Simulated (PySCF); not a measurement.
CH$_{7}$FOSi$_{2}$: geometry relaxation

CH$_{7}$FOSi$_{2}$, computed with PBE0-D3(BJ)/def2-SVP geometry optimisation, gas phase (PySCF 2.14.0).

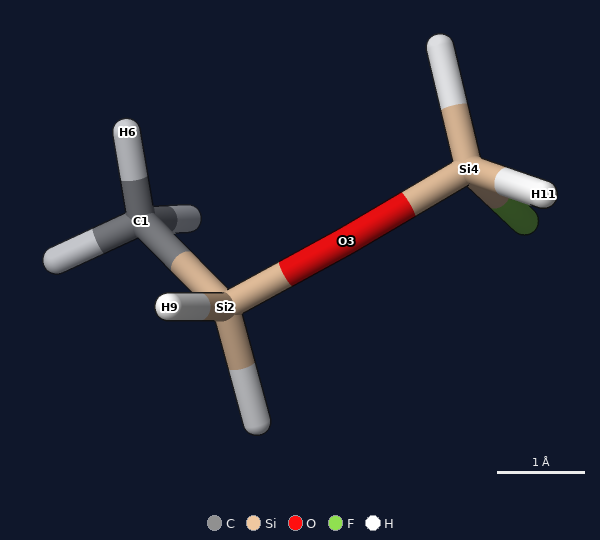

Fig. 1: The input geometry (stick view, seen at a tilt; atoms are numbered from 1 in the order of the input). Bond lengths as drawn: C–H 1.07 to 1.12 Å, C–Si 1.87 Å, F–Si 1.60 Å, H–Si 1.41 to 1.46 Å and O–Si 1.62 to 1.65 Å.

**Results in brief**

```csv
quantity,value
outcome,converged
total energy,−795.701025 hartree
dipole moment,0.88 D
point group,C1
hardware,"1 CPU thread, shared host"
wall time,2.2 min
peak memory,0.47 GiB
```

**Input file**
```
{"job": {"xc": "PBE0", "basis": "def2-SVP", "d3": "d3bj", "grid": 1, "shake": 0.01, "kind": "geom"}, "charge": 0, "multiplicity": 1}
C     -1.861900     0.167130     0.368190
Si    -0.663800    -0.781390    -0.711220
O      0.845700    -0.470650    -0.221270
Si     2.170510     0.363930     0.297310
F      2.161950     1.751880    -0.501580
H     -1.749600    -0.022590     1.417600
H     -2.898630    -0.053450     0.106310
H     -1.740700     1.270280     0.230930
H     -0.779650    -2.217540    -0.503010
H     -0.730560    -0.375040    -2.103190
H      3.309890    -0.375600    -0.094460
H      1.976490     0.714770     1.705350
```

The first line tells a small driver script what to run in PySCF; the rest is the geometry in Å.

Launch command:
```bash
OMP_NUM_THREADS=1 python <driver script> task.json out
```

**Output**
```
step   0  E = -795.69104266  max force = 0.043119
step   1  E = -795.69944411  max force = 0.009740
step   2  E = -795.70029815  max force = 0.001603
step   3  E = -795.70034604  max force = 0.000837
step   4  E = -795.70036446  max force = 0.000657
step   5  E = -795.70038455  max force = 0.001006
step   6  E = -795.70041179  max force = 0.001364
step   7  E = -795.70045797  max force = 0.001451
step   8  E = -795.70050513  max force = 0.001274
step   9  E = -795.70053340  max force = 0.001707
step  10  E = -795.70063627  max force = 0.001481
step  11  E = -795.70066998  max force = 0.001437
step  12  E = -795.70071416  max force = 0.000604
step  13  E = -795.70049080  max force = 0.007138
step  14  E = -795.70087551  max force = 0.003435
step  15  E = -795.70095250  max force = 0.002312
step  16  E = -795.70083630  max force = 0.001419
step  17  E = -795.70098244  max force = 0.001114
step  18  E = -795.70102097  max force = 0.000403
step  19  E = -795.70102455  max force = 0.000136
optimisation converged
```

**Trajectory as extended XYZ (Å, eV, eV/Å), 18 of the 20 frames kept, from step=0 to step=19**
```
12
Properties=species:S:1:pos:R:3:forces:R:3 step=0 energy=-21651.85611
C    -1.8619    0.1671    0.3682   -0.1165   0.9562  -1.0871
Si   -0.6638   -0.7814   -0.7112   -0.7190   0.2745   0.7138
O     0.8457   -0.4707   -0.2213    2.0693   0.5079   0.7730
Si    2.1705    0.3639    0.2973   -2.2173  -0.0503  -0.2207
F     2.1620    1.7519   -0.5016    0.2409   0.7418  -0.3605
H    -1.7496   -0.0226    1.4176    0.2526  -0.3716   0.9705
H    -2.8986   -0.0534    0.1063   -0.3595  -0.1270  -0.1045
H    -1.7407    1.2703    0.2309    0.0502  -0.5079  -0.0327
H    -0.7796   -2.2175   -0.5030   -0.4280  -0.7597  -0.1530
H    -0.7306   -0.3750   -2.1032   -0.3479   0.0865  -0.8225
H     3.3099   -0.3756   -0.0945    1.3443  -0.7089  -0.1500
H     1.9765    0.7148    1.7053    0.2308  -0.0414   0.4738
12
Properties=species:S:1:pos:R:3:forces:R:3 step=1 energy=-21652.08473
C    -1.9013    0.2048    0.3328    0.0926  -0.0412   0.4047
Si   -0.6714   -0.8314   -0.6139   -0.0255   0.0814  -0.2294
O     0.8956   -0.5061   -0.1178   -0.5008  -0.0501  -0.1766
Si    2.1757    0.4280    0.2534    0.5002  -0.1757   0.1045
F     2.1755    1.8127   -0.5936   -0.1338  -0.1356   0.0509
H    -1.8172    0.0233    1.4219   -0.0202   0.0515  -0.1846
H    -2.9379   -0.0193    0.0370    0.0234  -0.0567  -0.0723
H    -1.7239    1.2751    0.1517    0.0178   0.0481  -0.0093
H    -0.9284   -2.2924   -0.4329    0.0989   0.0653   0.0933
H    -0.8213   -0.5207   -2.0733    0.1477  -0.0182   0.0760
H     3.4195   -0.3195   -0.0884   -0.0897   0.1070  -0.0663
H     2.1665    0.7698    1.6977   -0.1106   0.1242   0.0093
12
Properties=species:S:1:pos:R:3:forces:R:3 step=2 energy=-21652.10797
C    -1.8839    0.2161    0.3422    0.0077   0.0105   0.0791
Si   -0.6781   -0.8270   -0.6271    0.0454   0.0491  -0.0622
O     0.8821   -0.5253   -0.1211   -0.0506  -0.0450  -0.0197
Si    2.1676    0.4020    0.2599    0.0824  -0.0280   0.0752
F     2.1208    1.7767   -0.5964   -0.0114   0.0187  -0.0342
H    -1.8003    0.0264    1.4245    0.0083  -0.0113  -0.0394
H    -2.9197   -0.0028    0.0389   -0.0102   0.0012  -0.0209
H    -1.6965    1.2875    0.1678   -0.0058  -0.0093  -0.0107
H    -0.9252   -2.2841   -0.4318   -0.0174  -0.0037   0.0397
H    -0.7827   -0.5171   -2.0855    0.0115   0.0048   0.0165
H     3.4223   -0.3104   -0.0930   -0.0387   0.0091  -0.0174
H     2.1249    0.7826    1.6961   -0.0212   0.0039  -0.0060
12
Properties=species:S:1:pos:R:3:forces:R:3 step=3 energy=-21652.10927
C    -1.8807    0.2208    0.3428   -0.0103   0.0148  -0.0001
Si   -0.6780   -0.8213   -0.6310    0.0173   0.0128  -0.0131
O     0.8810   -0.5310   -0.1191    0.0022  -0.0431   0.0066
Si    2.1681    0.3942    0.2643    0.0026   0.0073   0.0131
F     2.1223    1.7613   -0.6055    0.0043   0.0172  -0.0093
H    -1.7978    0.0214    1.4221    0.0048  -0.0105   0.0000
H    -2.9164    0.0058    0.0345    0.0016   0.0059  -0.0045
H    -1.6906    1.2923    0.1743   -0.0064   0.0033   0.0000
H    -0.9370   -2.2761   -0.4297   -0.0115  -0.0013   0.0110
H    -0.7738   -0.5084   -2.0882   -0.0002   0.0038   0.0001
H     3.4189   -0.3217   -0.0865   -0.0015  -0.0070   0.0003
H     2.1153    0.7870    1.6967   -0.0029  -0.0032  -0.0041
12
Properties=species:S:1:pos:R:3:forces:R:3 step=4 energy=-21652.10977
C    -1.8783    0.2289    0.3408   -0.0026   0.0120  -0.0304
Si   -0.6784   -0.8166   -0.6339   -0.0135   0.0053   0.0097
O     0.8806   -0.5401   -0.1163    0.0310  -0.0338   0.0155
Si    2.1687    0.3843    0.2683   -0.0321   0.0246  -0.0203
F     2.1283    1.7470   -0.6101    0.0071  -0.0011   0.0071
H    -1.7985    0.0196    1.4182   -0.0014  -0.0025   0.0115
H    -2.9137    0.0202    0.0271    0.0024   0.0034   0.0022
H    -1.6839    1.3006    0.1796   -0.0014   0.0038   0.0062
H    -0.9529   -2.2687   -0.4301   -0.0016   0.0026  -0.0055
H    -0.7662   -0.5003   -2.0905   -0.0032   0.0000  -0.0057
H     3.4178   -0.3364   -0.0760    0.0093  -0.0099   0.0069
H     2.1080    0.7859    1.6975    0.0060  -0.0044   0.0028
12
Properties=species:S:1:pos:R:3:forces:R:3 step=6 energy=-21652.11106
C    -1.8597    0.2832    0.3204    0.0143  -0.0206  -0.0397
Si   -0.6846   -0.8005   -0.6455   -0.0702   0.0139   0.0298
O     0.8763   -0.6012   -0.0982    0.0586  -0.0087   0.0193
Si    2.1630    0.3251    0.2940   -0.0503   0.0370  -0.0523
F     2.1399    1.6772   -0.6037    0.0010  -0.0345   0.0293
H    -1.8096    0.0397    1.3926   -0.0147   0.0230   0.0140
H    -2.8946    0.1188   -0.0202    0.0001   0.0010   0.0098
H    -1.6258    1.3511    0.1912    0.0177   0.0025   0.0040
H    -1.0359   -2.2370   -0.4465    0.0195   0.0030  -0.0312
H    -0.7296   -0.4713   -2.1009   -0.0061  -0.0079  -0.0088
H     3.4116   -0.4082   -0.0241    0.0151  -0.0038   0.0136
H     2.0803    0.7476    1.7155    0.0149  -0.0049   0.0122
12
Properties=species:S:1:pos:R:3:forces:R:3 step=7 energy=-21652.11232
C    -1.8315    0.3458    0.2945    0.0086  -0.0424  -0.0138
Si   -0.6925   -0.7886   -0.6568   -0.0746   0.0183   0.0234
O     0.8673   -0.6740   -0.0782    0.0414   0.0044   0.0072
Si    2.1482    0.2579    0.3249   -0.0279   0.0225  -0.0332
F     2.1291    1.6084   -0.5760   -0.0032  -0.0356   0.0253
H    -1.8201    0.0817    1.3634   -0.0132   0.0345   0.0062
H    -2.8649    0.2369   -0.0722   -0.0006   0.0048   0.0086
H    -1.5436    1.4030    0.1905    0.0272   0.0007  -0.0061
H    -1.1214   -2.2055   -0.4713    0.0242   0.0005  -0.0339
H    -0.6922   -0.4508   -2.1111   -0.0055  -0.0072  -0.0057
H     3.4011   -0.4751    0.0227    0.0107   0.0035   0.0099
H     2.0519    0.6847    1.7443    0.0129  -0.0041   0.0122
12
Properties=species:S:1:pos:R:3:forces:R:3 step=8 energy=-21652.11360
C    -1.7496    0.4836    0.2387   -0.0240  -0.0520   0.0343
Si   -0.7109   -0.7655   -0.6825   -0.0655  -0.0001   0.0000
O     0.8303   -0.8387   -0.0383    0.0251   0.0564  -0.0150
Si    2.0956    0.1068    0.3938    0.0302  -0.0318   0.0329
F     2.0713    1.4636   -0.4976   -0.0120  -0.0183   0.0016
H    -1.8270    0.1981    1.3001   -0.0026   0.0393  -0.0088
H    -2.7688    0.5066   -0.1793   -0.0007   0.0145   0.0017
H    -1.3334    1.5007    0.1795    0.0368  -0.0058  -0.0250
H    -1.3024   -2.1262   -0.5348    0.0174  -0.0048  -0.0256
H    -0.6124   -0.4181   -2.1313   -0.0052  -0.0031   0.0008
H     3.3622   -0.6114    0.1119   -0.0009   0.0109  -0.0023
H     1.9764    0.5249    1.8146    0.0015  -0.0052   0.0053
12
Properties=species:S:1:pos:R:3:forces:R:3 step=9 energy=-21652.11437
C    -1.6990    0.5533    0.2088   -0.0304  -0.0355   0.0510
Si   -0.7237   -0.7575   -0.6949   -0.0284  -0.0220  -0.0087
O     0.8035   -0.9184   -0.0250    0.0006   0.0878  -0.0295
Si    2.0609    0.0294    0.4306    0.0437  -0.0691   0.0640
F     2.0200    1.4039   -0.4329   -0.0085   0.0056  -0.0174
H    -1.8161    0.2797    1.2697    0.0037   0.0267  -0.0150
H    -2.7062    0.6462   -0.2280    0.0019   0.0143  -0.0040
H    -1.2110    1.5387    0.1555    0.0281  -0.0073  -0.0284
H    -1.3877   -2.0856   -0.5653    0.0050  -0.0044  -0.0069
H    -0.5846   -0.4142   -2.1416   -0.0003  -0.0005   0.0040
H     3.3366   -0.6684    0.1376   -0.0095   0.0103  -0.0092
H     1.9386    0.4173    1.8600   -0.0059  -0.0058   0.0001
12
Properties=species:S:1:pos:R:3:forces:R:3 step=10 energy=-21652.11717
C    -1.6802    0.5814    0.1908   -0.0164   0.0060   0.0431
Si   -0.7401   -0.7648   -0.6962    0.0753  -0.0416  -0.0007
O     0.7932   -0.9323   -0.0340   -0.0634   0.0721  -0.0492
Si    2.0507    0.0016    0.4487    0.0132  -0.0762   0.0540
F     1.9789    1.4145   -0.3480    0.0020   0.0433  -0.0285
H    -1.7919    0.3533    1.2625    0.0114  -0.0086  -0.0134
H    -2.6883    0.6995   -0.2373    0.0055   0.0060  -0.0100
H    -1.1533    1.5439    0.0957    0.0007   0.0007  -0.0122
H    -1.4080   -2.0899   -0.5601   -0.0148   0.0020   0.0271
H    -0.6108   -0.4370   -2.1477    0.0119   0.0022   0.0071
H     3.3312   -0.6625    0.1026   -0.0156  -0.0003  -0.0126
H     1.9500    0.3167    1.8978   -0.0098  -0.0057  -0.0048
12
Properties=species:S:1:pos:R:3:forces:R:3 step=11 energy=-21652.11809
C    -1.6986    0.5607    0.1967   -0.0061   0.0235   0.0076
Si   -0.7426   -0.7746   -0.6889    0.0739  -0.0314   0.0070
O     0.8021   -0.8927   -0.0485   -0.0518   0.0277  -0.0400
Si    2.0658    0.0288    0.4366   -0.0013  -0.0342   0.0261
F     1.9846    1.4598   -0.3276    0.0011   0.0256  -0.0107
H    -1.7825    0.3524    1.2745    0.0093  -0.0175  -0.0034
H    -2.7166    0.6522   -0.2139    0.0028   0.0033  -0.0038
H    -1.1911    1.5302    0.0704   -0.0082   0.0041   0.0028
H    -1.3730   -2.1156   -0.5290   -0.0169   0.0050   0.0249
H    -0.6415   -0.4586   -2.1451    0.0074  -0.0001   0.0028
H     3.3404   -0.6266    0.0554   -0.0061  -0.0034  -0.0087
H     1.9843    0.3086    1.8940   -0.0042  -0.0026  -0.0046
12
Properties=species:S:1:pos:R:3:forces:R:3 step=12 energy=-21652.11929
C    -1.6907    0.5732    0.1898    0.0049   0.0280  -0.0311
Si   -0.7492   -0.7783   -0.6873    0.0197  -0.0146   0.0103
O     0.7979   -0.8899   -0.0583   -0.0061  -0.0004  -0.0229
Si    2.0641    0.0206    0.4374   -0.0030   0.0044   0.0100
F     1.9667    1.4757   -0.2802   -0.0051  -0.0004   0.0061
H    -1.7622    0.3795    1.2709    0.0019  -0.0156   0.0072
H    -2.7119    0.6665   -0.2121   -0.0010  -0.0007   0.0055
H    -1.1772    1.5369    0.0431   -0.0079   0.0026   0.0141
H    -1.3841   -2.1140   -0.5002   -0.0123   0.0057   0.0120
H    -0.6563   -0.4813   -2.1477   -0.0007  -0.0071  -0.0031
H     3.3344   -0.6171    0.0154    0.0054  -0.0011  -0.0049
H     2.0000    0.2526    1.9039    0.0041  -0.0009  -0.0032
12
Properties=species:S:1:pos:R:3:forces:R:3 step=13 energy=-21652.11321
C    -1.5777    0.7325    0.0950    0.0505   0.0212  -0.2914
Si   -0.8207   -0.7936   -0.6705   -0.3671   0.1353   0.0116
O     0.7418   -0.9219   -0.1305    0.3301  -0.1788   0.0798
Si    2.0232   -0.1115    0.4706   -0.0575   0.2994   0.0072
F     1.7522    1.4878    0.2764    0.0833  -0.2624   0.0396
H    -1.5643    0.6712    1.1916   -0.0391   0.0273   0.0656
H    -2.6098    0.8987   -0.2492   -0.0329  -0.0268   0.0580
H    -0.9722    1.5987   -0.2194   -0.0294   0.0152   0.1176
H    -1.5380   -2.0377   -0.2632    0.0052  -0.0001  -0.0673
H    -0.7886   -0.6711   -2.1571   -0.0600  -0.0585  -0.0335
H     3.2388   -0.4655   -0.2974    0.0644   0.0155   0.0101
H     2.1466   -0.3633    1.9283    0.0524   0.0126   0.0026
12
Properties=species:S:1:pos:R:3:forces:R:3 step=15 energy=-21652.12578
C    -1.6282    0.6632    0.1416    0.0306   0.0156  -0.1005
Si   -0.7816   -0.7802   -0.6867   -0.1189   0.0405   0.0124
O     0.7682   -0.9316   -0.0855    0.1085  -0.0402   0.0273
Si    2.0387   -0.0591    0.4619   -0.0161   0.0812  -0.0210
F     1.8667    1.4765   -0.0512   -0.0043  -0.0723   0.0292
H    -1.6805    0.5178    1.2308   -0.0172   0.0025   0.0241
H    -2.6507    0.8023   -0.2427   -0.0086  -0.0115   0.0193
H    -1.0590    1.5846   -0.0606   -0.0022   0.0020   0.0363
H    -1.4845   -2.0654   -0.4067    0.0035   0.0015  -0.0213
H    -0.7007   -0.5644   -2.1618   -0.0167  -0.0208  -0.0119
H     3.2963   -0.5946   -0.1113    0.0240   0.0019   0.0053
H     2.0466   -0.0248    1.9468    0.0172  -0.0004   0.0010
12
Properties=species:S:1:pos:R:3:forces:R:3 step=16 energy=-21652.12261
C    -1.5201    0.7903    0.0808    0.0103   0.0080  -0.0311
Si   -0.8121   -0.7463   -0.7097   -0.0730  -0.0044   0.0106
O     0.7127   -1.0525   -0.0857    0.0373   0.0630   0.0298
Si    1.9744   -0.2017    0.5224    0.0100  -0.0194  -0.0218
F     1.7732    1.3616    0.1174    0.0301   0.0099   0.0005
H    -1.6199    0.6568    1.1692   -0.0130   0.0048   0.0067
H    -2.5137    1.0302   -0.3288   -0.0068  -0.0185   0.0007
H    -0.8534    1.6474   -0.1015   -0.0045  -0.0090   0.0141
H    -1.6485   -1.9447   -0.4150   -0.0009  -0.0120  -0.0160
H    -0.6955   -0.5773   -2.1888   -0.0041  -0.0067  -0.0014
H     3.2404   -0.6697   -0.0912    0.0155  -0.0074   0.0071
H     1.9939   -0.2696    2.0057   -0.0010  -0.0083   0.0008
12
Properties=species:S:1:pos:R:3:forces:R:3 step=17 energy=-21652.12659
C    -1.5783    0.7285    0.1092    0.0179   0.0025  -0.0336
Si   -0.7969   -0.7637   -0.6967   -0.0573   0.0127   0.0093
O     0.7440   -0.9930   -0.0840    0.0403   0.0168   0.0200
Si    2.0111   -0.1306    0.4922   -0.0046   0.0095  -0.0187
F     1.8212    1.4194    0.0357    0.0081  -0.0036   0.0038
H    -1.6572    0.5880    1.1983   -0.0127   0.0028   0.0074
H    -2.5880    0.9151   -0.2885   -0.0041  -0.0118   0.0030
H    -0.9617    1.6212   -0.0800    0.0010  -0.0029   0.0148
H    -1.5678   -2.0070   -0.4091    0.0024  -0.0055  -0.0112
H    -0.6982   -0.5746   -2.1747   -0.0059  -0.0092  -0.0027
H     3.2732   -0.6298   -0.1048    0.0110  -0.0042   0.0054
H     2.0298   -0.1489    1.9770    0.0039  -0.0070   0.0025
12
Properties=species:S:1:pos:R:3:forces:R:3 step=18 energy=-21652.12764
C    -1.6135    0.6993    0.1189    0.0167  -0.0065   0.0183
Si   -0.7916   -0.7713   -0.6852    0.0151   0.0004  -0.0007
O     0.7624   -0.9540   -0.0865   -0.0182   0.0156   0.0019
Si    2.0376   -0.0942    0.4744   -0.0095  -0.0125  -0.0131
F     1.8485    1.4551    0.0198   -0.0021   0.0207  -0.0046
H    -1.6817    0.5618    1.2096   -0.0059  -0.0014  -0.0047
H    -2.6325    0.8490   -0.2708    0.0030  -0.0041  -0.0092
H    -1.0291    1.6119   -0.0757    0.0034   0.0017  -0.0001
H    -1.5234   -2.0367   -0.3914    0.0040  -0.0019   0.0058
H    -0.7127   -0.5874   -2.1653    0.0015  -0.0015   0.0023
H     3.2946   -0.5969   -0.1323   -0.0064  -0.0038   0.0008
H     2.0728   -0.1123    1.9591   -0.0016  -0.0069   0.0035
12
Properties=species:S:1:pos:R:3:forces:R:3 step=19 energy=-21652.12774
C    -1.6170    0.6934    0.1213    0.0070  -0.0001   0.0042
Si   -0.7914   -0.7746   -0.6824    0.0026   0.0021  -0.0018
O     0.7645   -0.9447   -0.0887   -0.0012   0.0008   0.0036
Si    2.0401   -0.0850    0.4695   -0.0042   0.0007  -0.0061
F     1.8476    1.4668    0.0232    0.0007   0.0002   0.0010
H    -1.6816    0.5581    1.2123   -0.0060  -0.0014  -0.0012
H    -2.6374    0.8370   -0.2668    0.0003   0.0011  -0.0042
H    -1.0371    1.6081   -0.0777    0.0010  -0.0009   0.0031
H    -1.5143   -2.0436   -0.3816    0.0022  -0.0008   0.0022
H    -0.7175   -0.5944   -2.1631   -0.0037  -0.0022  -0.0004
H     3.2939   -0.5847   -0.1456    0.0005   0.0010  -0.0004
H     2.0815   -0.1121    1.9541    0.0007  -0.0005  -0.0001
```

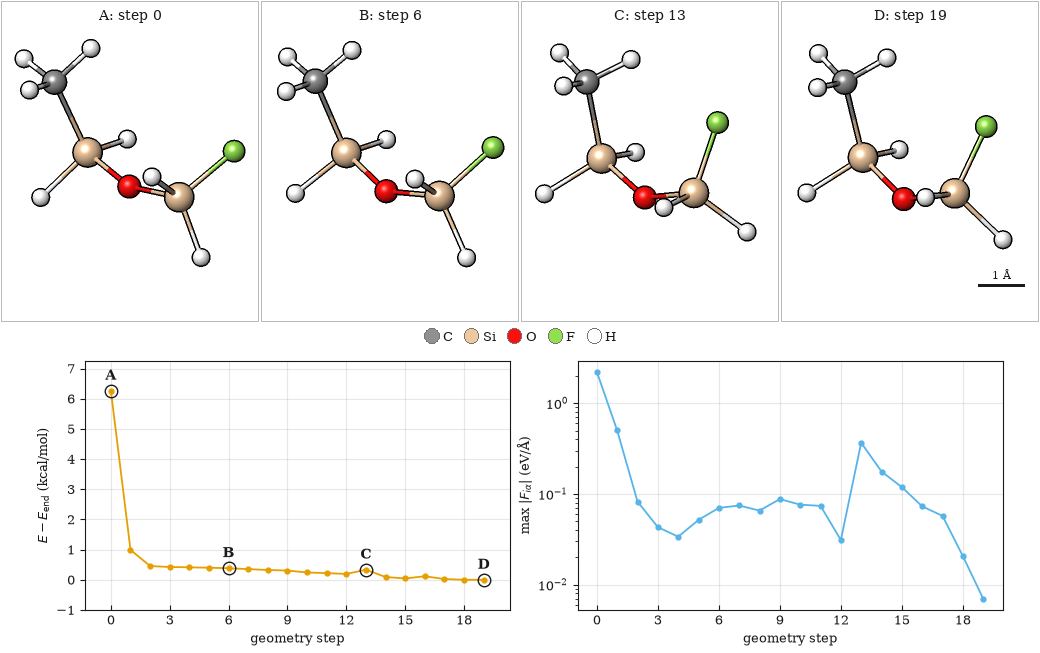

Fig. 2: Frames of the relaxation (ball-and-stick view, seen at a tilt) above the curves, on which the letters mark them (steps are counted from 0).

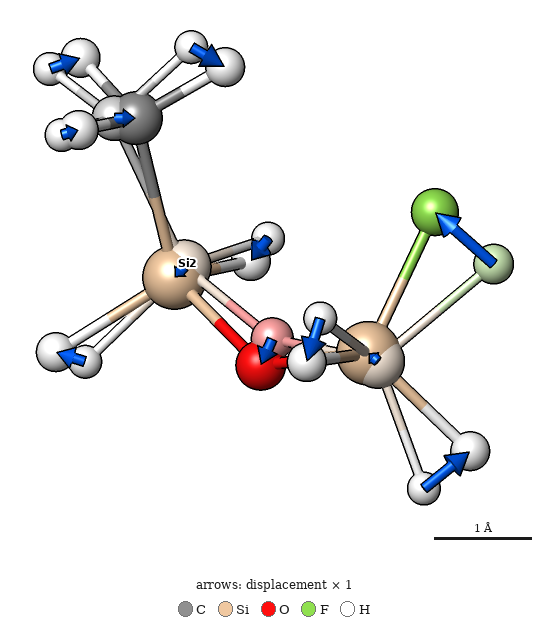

Fig. 3: Start (faint) and end (solid) with the displacements as blue arrows, at true length (ball-and-stick view, seen at a tilt). The two geometries are laid on each other by the best rigid fit. F5 moves most after the best rigid fit: 0.83 Å. Largest moves by element: F 0.83 Å, H 0.63 Å, O 0.30 Å, C 0.22 Å, Si 0.15 Å. Among the contacts that change: Si4–H11 1.414 → 1.483 Å, Si2–O3 1.617 → 1.674 Å, Si2–H10 1.452 → 1.493 Å, Si2–H9 1.456 → 1.491 Å. Among the angles that change: Si2–O3–Si4 160.4° → 142.4°, H11–Si4–H12 119.9° → 112.6°, H9–Si2–H10 114.2° → 109.1°. The energy falls by 6.26 kcal/mol in 19 geometry steps. Largest force component: 2.2 eV/Å at the start, 0.007 eV/Å at the end. (Atoms are counted from 1 in the order of the input.)
